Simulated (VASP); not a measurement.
Band structure of NaH (rock salt). Calculation: rev-vdW-DF2, VASP's PBE PAW potentials (set 64) (plane waves; VASP).

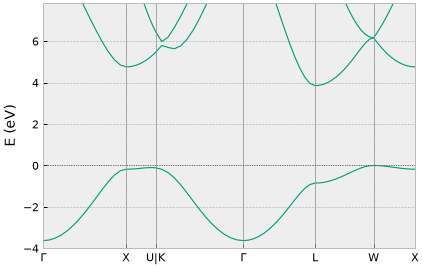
Figure: Bands along high-symmetry lines, zero at the valence-band maximum or, without a gap, the Fermi level

### Question
Read the plot: is there a gap, and where are the band edges?

### Answer
The gap is indirect, 3.86 eV, from the valence maximum at W to the conduction minimum at L. (Edges off the drawn lines would not show.)

The compound is NaH in the rock salt structure. It was relaxed first.
